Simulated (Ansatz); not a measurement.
SiN2H5Cl: geometry relaxation

System: SiN2H5Cl.
Method: RKS PBE-D4/6-31G* (Ansatz 0.2.0).

It belongs to a series of runs on one base structure; here: end point A relaxed. Figures and captions count atoms from 1; the log counts them from 0 in places.

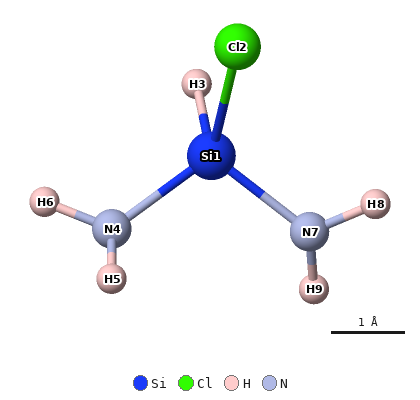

The structure as given in the input (ball-and-stick view, seen on its broad side; atoms are numbered from 1 in the order of the input).

**Results in brief**

```tsv
quantity	value
outcome	converged
total energy	−23450.8121 eV
mean-field energy	−23450.6162 eV
largest force (length of the vector) at the end	0.014 eV/Å
hardware	1 thread of Arm Neoverse V1, 24 GiB of memory available, shared host
wall time	20 s
peak memory	0.12 GiB
```

**Input**
```yaml
crystal:
  periodic: [false, false, false]
  atoms:
    - { symbol: Si, position_ang: [0.117818, 0.007952, -0.067696] }
    - { symbol: Cl, position_ang: [0.457575, -0.113999, 2.013102] }
    - { symbol: H, position_ang: [1.55513, 0.087725, -0.335574] }
    - { symbol: "N", position_ang: [-0.685591, 1.368665, -0.741281] }
    - { symbol: H, position_ang: [-1.684892, 1.459921, -0.562699] }
    - { symbol: H, position_ang: [-0.222433, 2.27654, -0.774509] }
    - { symbol: "N", position_ang: [-0.86652, -1.351611, -0.4531] }
    - { symbol: H, position_ang: [-0.753487, -2.215394, 0.072332] }
    - { symbol: H, position_ang: [-1.132901, -1.519799, -1.423075] }
basis:
  gaussian: { orbitals: "6-31G*" }
hamiltonian:
  xc: pbe
  dispersion: d4
relax:
  f_tol: 0.03
  max_steps: 50
```

Run as:
```bash
ansatz run input.yaml --threads 1 --pin off --max-ram 2048MiB --backend cpu --events-out ev --progress --plain --runs-dir out
```

**The program's output**
```
The last accepted step is kept in [file] (removed where the run ends without a failure and the disk answers)
Engine: ansatz 0.2.0, aarch64-unknown-linux-gnu
Functional definition: PBE
  parameter kappa = 0.804
  parameter beta = 0.06672455060314922
  exchange = pbe_x(kappa = kappa, mu = beta*pi^2/3)
  correlation = pbe_c(beta = beta)
1017 factors; their error is unknown
mean field evaluation 1: about -23437.4793 eV, gradient 8.2e1 eV
mean field evaluation 2: about -23398.8333 eV, gradient 1.4e2 eV
mean field evaluation 4: about -23450.3809 eV, gradient 8.1e0 eV
mean field evaluation 8: about -23450.5528 eV, gradient 2.3e-1 eV
mean field evaluation 16: about -23450.4949 eV, gradient 7.1e-5 eV
mean field -23450.49494806 eV, -861.7897940250 hartree, gradient 7.0e-5 eV, S^2 0.000000; 0 other end points of the search recorded, 0 dependent functions left out
the calculation of the forces begins
reference -23450.49498054 eV, -861.7897952185 hartree; 25, 25 occupied and 53, 53 virtual orbitals, 1017 factors
relax step   1: F+E_penalty+E_count = -23450.68997428 eV  Δ(F+E_penalty+E_count) = +0.000e0 eV  max|allowed force component| = 8.222e-1 eV/Å  Δτ_max = 0.0000 Å  (26 SCF iters, accepted)
these checks for a lower state are left out or cut short: starts, cluster_reference, orbital_swaps, neighbouring_geometries, increment
1017 factors; their error is unknown
mean field -23450.60405333 eV, -861.7938035696 hartree, gradient 8.0e-6 eV, S^2 0.000000; 0 other end points of the search recorded, 0 dependent functions left out
the calculation of the forces begins
reference -23450.60408560 eV, -861.7938047555 hartree; 25, 25 occupied and 53, 53 virtual orbitals, 1017 factors
relax step   2: F+E_penalty+E_count = -23450.79992655 eV  Δ(F+E_penalty+E_count) = -1.100e-1 eV  max|allowed force component| = 3.362e-1 eV/Å  Δτ_max = 0.1936 Å  (29 SCF iters, accepted)
these checks for a lower state are left out or cut short: starts, cluster_reference, orbital_swaps, neighbouring_geometries, increment
1017 factors; their error is unknown
mean field -23450.60773339 eV, -861.7939388092 hartree, gradient 6.8e-6 eV, S^2 0.000000; 0 other end points of the search recorded, 0 dependent functions left out
the calculation of the forces begins
reference -23450.60776556 eV, -861.7939399914 hartree; 25, 25 occupied and 53, 53 virtual orbitals, 1017 factors
relax step   3: F+E_penalty+E_count = -23450.80410362 eV  Δ(F+E_penalty+E_count) = -4.177e-3 eV  max|allowed force component| = 3.278e-1 eV/Å  Δτ_max = 0.1122 Å  (28 SCF iters, accepted)
these checks for a lower state are left out or cut short: starts, cluster_reference, orbital_swaps, neighbouring_geometries, increment
1017 factors; their error is unknown
mean field evaluation 32: about -23450.6598 eV, gradient 1.4e0 eV
mean field -23450.61540546 eV, -861.7942207528 hartree, gradient 7.6e-6 eV, S^2 0.000000; 0 other end points of the search recorded, 0 dependent functions left out
the calculation of the forces begins
reference -23450.61543769 eV, -861.7942219369 hartree; 25, 25 occupied and 53, 53 virtual orbitals, 1017 factors
relax step   4: F+E_penalty+E_count = -23450.81140978 eV  Δ(F+E_penalty+E_count) = -7.306e-3 eV  max|allowed force component| = 8.441e-2 eV/Å  Δτ_max = 0.0346 Å  (30 SCF iters, accepted)
these checks for a lower state are left out or cut short: starts, cluster_reference, orbital_swaps, neighbouring_geometries, increment
1017 factors; their error is unknown
mean field -23450.61577293 eV, -861.7942342571 hartree, gradient 7.4e-6 eV, S^2 0.000000; 0 other end points of the search recorded, 0 dependent functions left out
the calculation of the forces begins
reference -23450.61580516 eV, -861.7942354413 hartree; 25, 25 occupied and 53, 53 virtual orbitals, 1017 factors
relax step   5: F+E_penalty+E_count = -23450.81175930 eV  Δ(F+E_penalty+E_count) = -3.495e-4 eV  max|allowed force component| = 4.128e-2 eV/Å  Δτ_max = 0.0080 Å  (31 SCF iters, accepted)
these checks for a lower state are left out or cut short: starts, cluster_reference, orbital_swaps, neighbouring_geometries, increment
1017 factors; their error is unknown
mean field -23450.61613251 eV, -861.7942474711 hartree, gradient 7.4e-6 eV, S^2 0.000000; 0 other end points of the search recorded, 0 dependent functions left out
the calculation of the forces begins
reference -23450.61616473 eV, -861.7942486554 hartree; 25, 25 occupied and 53, 53 virtual orbitals, 1017 factors
relax step   6: F+E_penalty+E_count = -23450.81205151 eV  Δ(F+E_penalty+E_count) = -2.922e-4 eV  max|allowed force component| = 1.290e-2 eV/Å  Δτ_max = 0.0137 Å  (30 SCF iters, accepted)
1017 factors; their error is unknown
mean field evaluation 64: about -23450.6161 eV, gradient 1.9e-1 eV
```

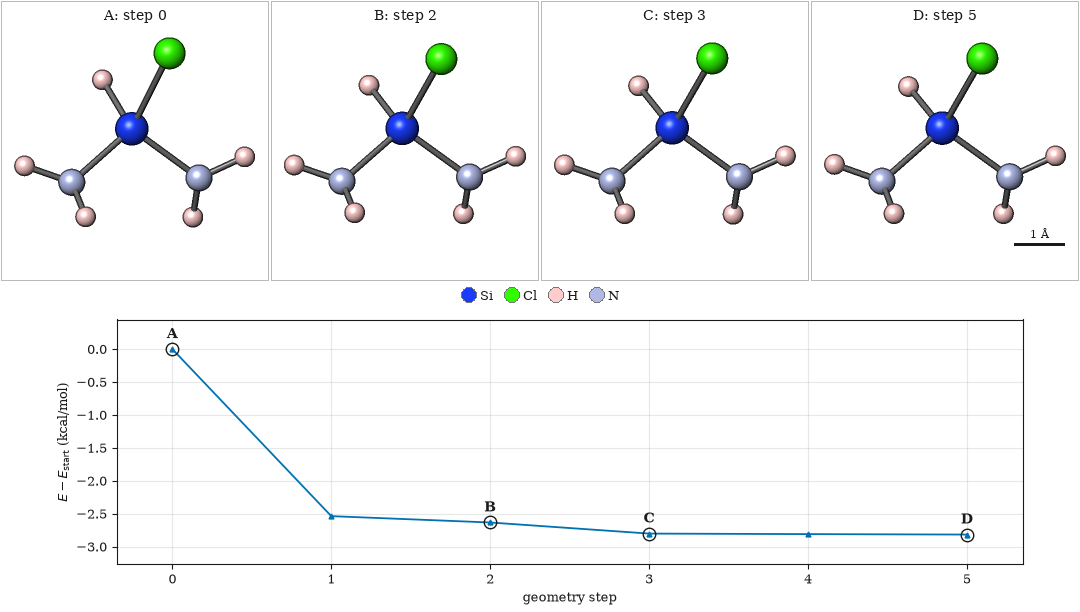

Frames of the relaxation (ball-and-stick view, seen at a tilt) above the curves, on which the letters mark them (the first geometry is step 0 here and step 1 in the log).

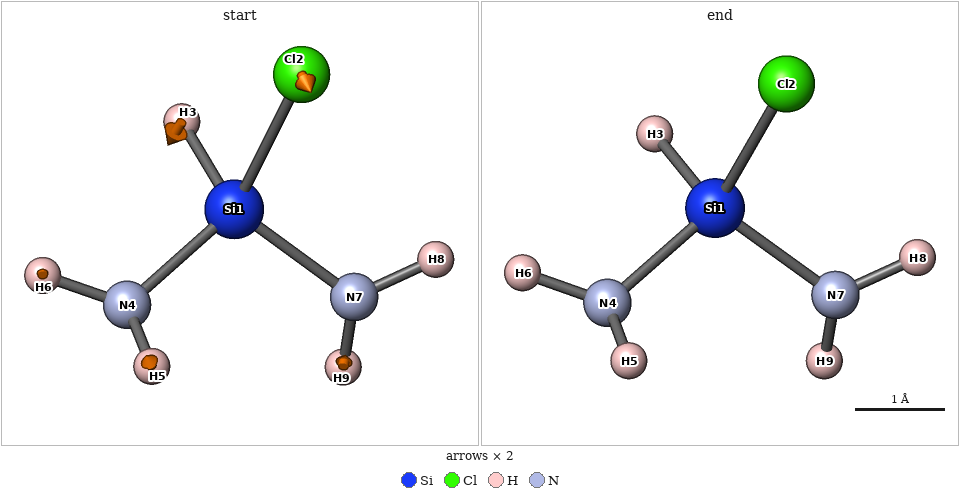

Before (left) and after (right) the relaxation, at one scale (ball-and-stick view, seen at a tilt). The orange arrows give the displacements, magnified 2 times. Over 5 geometry steps the energy falls by 2.82 kcal/mol. The largest force component goes from 0.82 to 0.013 eV/Å. H3 moves most after the best rigid fit: 0.20 Å. By element the largest moves are H 0.20 Å, Cl 0.16 Å, N 0.03 Å, Si 0.02 Å. Among the contacts that change: Si1–H3 1.464 → 1.498 Å, Si1–Cl2 2.112 → 2.105 Å, Si1–N4 1.718 → 1.722 Å. Among the angles that change: Cl2–Si1–H3 91.5° → 104.2°, H3–Si1–N4 110.1° → 105.2°, H3–Si1–N7 124.3° → 120.7°. (Atoms are counted from 1 in the order of the input.)

```
mean field -23450.61613251 eV, -861.7942474711 hartree, gradient 1.5e-5 eV, S^2 0.000000; 1 other end points of the search recorded, 0 dependent functions left out
the calculation of the forces begins
reference -23450.61616473 eV, -861.7942486554 hartree; 25, 25 occupied and 53, 53 virtual orbitals, 1017 factors
Total energy: -23450.81208373 eV, -861.8014485459 hartree
Atom 0 at     0.121679     0.003394    -0.049297 Å, force    -0.002713     0.004598    -0.007259 eV/Å
Atom 1 at     0.301607    -0.110998     2.045355 Å, force     0.001950    -0.001248    -0.001181 eV/Å
Atom 2 at     1.534884     0.103779    -0.535016 Å, force     0.000833     0.003242     0.003598 eV/Å
Atom 3 at    -0.682302     1.375813    -0.709360 Å, force     0.000923    -0.012902     0.003955 eV/Å
Atom 4 at    -1.665978     1.524421    -0.480387 Å, force    -0.007594     0.004965    -0.001698 eV/Å
Atom 5 at    -0.179573     2.260614    -0.782368 Å, force     0.006861    -0.002110     0.001221 eV/Å
Atom 6 at    -0.848060    -1.369133    -0.440929 Å, force    -0.002196     0.008476     0.001155 eV/Å
Atom 7 at    -0.750358    -2.225696     0.101996 Å, force     0.003394    -0.004536     0.005711 eV/Å
Atom 8 at    -1.047201    -1.562195    -1.422495 Å, force    -0.001458    -0.000485    -0.005501 eV/Å
Dipole moment:    -0.186288     0.024705    -0.471694 e Å
```

**Trajectory as extended XYZ (Å, eV, eV/Å), 6 frames, from step=1 to step=6**
```
9
Properties=species:S:1:pos:R:3:forces:R:3 step=1 energy=-23450.68997
Si    0.1178    0.0080   -0.0677   -0.0261  -0.0774   0.5333
Cl    0.4576   -0.1140    2.0131   -0.4514  -0.0455   0.2781
H     1.5551    0.0877   -0.3356    0.4616   0.1020  -0.8222
N    -0.6856    1.3687   -0.7413    0.0513  -0.0088  -0.0153
H    -1.6849    1.4599   -0.5627   -0.0709   0.0530  -0.0028
H    -0.2224    2.2765   -0.7745    0.0128  -0.0055   0.0045
N    -0.8665   -1.3516   -0.4531    0.0063   0.0470  -0.0095
H    -0.7535   -2.2154    0.0723   -0.0003  -0.0664   0.0215
H    -1.1329   -1.5198   -1.4231    0.0167   0.0016   0.0125
9
Properties=species:S:1:pos:R:3:forces:R:3 step=2 energy=-23450.79993
Si    0.1503    0.0075   -0.0400   -0.0358  -0.0495   0.2053
Cl    0.3091   -0.1239    2.0786    0.0320   0.0437  -0.3362
H     1.5674    0.0972   -0.5285   -0.0575   0.0119   0.0890
N    -0.6685    1.3588   -0.7182    0.0474   0.0707  -0.0064
H    -1.6694    1.4515   -0.5419   -0.0045   0.0420   0.0342
H    -0.2073    2.2671   -0.7715   -0.0099  -0.0005  -0.0064
N    -0.8459   -1.3432   -0.4307    0.0034  -0.0910   0.0131
H    -0.7322   -2.2164    0.0810   -0.0287  -0.0277  -0.0003
H    -1.1189   -1.4986   -1.4013    0.0537   0.0003   0.0077
9
Properties=species:S:1:pos:R:3:forces:R:3 step=3 energy=-23450.80410
Si    0.1209    0.0012   -0.0574    0.0489   0.0501  -0.0843
Cl    0.3107   -0.1023    2.0188   -0.0279  -0.0337   0.3278
H     1.5422    0.1038   -0.5016    0.0494  -0.0034  -0.1506
N    -0.6824    1.3746   -0.7112   -0.1888   0.0444   0.0023
H    -1.6631    1.5191   -0.4526    0.1218   0.0046  -0.0761
H    -0.1867    2.2627   -0.7966    0.0153  -0.0358   0.0218
N    -0.8496   -1.3693   -0.4465   -0.0312  -0.0813  -0.0888
H    -0.7646   -2.2234    0.1055    0.0089   0.0537  -0.0475
H    -1.0427   -1.5664   -1.4309    0.0036   0.0016   0.0955
9
Properties=species:S:1:pos:R:3:forces:R:3 step=4 energy=-23450.81141
Si    0.1277    0.0037   -0.0477    0.0369   0.0071   0.0045
Cl    0.3053   -0.1106    2.0472   -0.0029  -0.0012   0.0025
H     1.5441    0.1019   -0.5244   -0.0052   0.0002  -0.0089
N    -0.6776    1.3716   -0.7126   -0.0844   0.0102   0.0126
H    -1.6651    1.5045   -0.4840    0.0417   0.0199  -0.0242
H    -0.1888    2.2640   -0.7869    0.0154  -0.0134   0.0107
N    -0.8474   -1.3635   -0.4404   -0.0131  -0.0386  -0.0107
H    -0.7504   -2.2241    0.0972   -0.0028   0.0137  -0.0130
H    -1.0631   -1.5475   -1.4209    0.0144   0.0020   0.0266
9
Properties=species:S:1:pos:R:3:forces:R:3 step=5 energy=-23450.81176
Si    0.1257    0.0036   -0.0485    0.0220   0.0072  -0.0006
Cl    0.3030   -0.1109    2.0464    0.0015  -0.0001   0.0015
H     1.5409    0.1023   -0.5292   -0.0037   0.0013  -0.0015
N    -0.6790    1.3734   -0.7115   -0.0413  -0.0074   0.0076
H    -1.6648    1.5113   -0.4826    0.0061   0.0167  -0.0126
H    -0.1860    2.2634   -0.7848    0.0170  -0.0069   0.0068
N    -0.8475   -1.3656   -0.4404   -0.0076  -0.0104  -0.0010
H    -0.7505   -2.2246    0.0990    0.0011   0.0009   0.0002
H    -1.0572   -1.5529   -1.4209    0.0048  -0.0014  -0.0003
9
Properties=species:S:1:pos:R:3:forces:R:3 step=6 energy=-23450.81205
Si    0.1217    0.0034   -0.0493   -0.0027   0.0046  -0.0073
Cl    0.3016   -0.1110    2.0454    0.0019  -0.0012  -0.0012
H     1.5349    0.1038   -0.5350    0.0008   0.0032   0.0036
N    -0.6823    1.3758   -0.7094    0.0009  -0.0129   0.0040
H    -1.6660    1.5244   -0.4804   -0.0076   0.0050  -0.0017
H    -0.1796    2.2606   -0.7824    0.0069  -0.0021   0.0012
N    -0.8481   -1.3691   -0.4409   -0.0022   0.0085   0.0012
H    -0.7504   -2.2257    0.1020    0.0034  -0.0045   0.0057
H    -1.0472   -1.5622   -1.4225   -0.0015  -0.0005  -0.0055
```
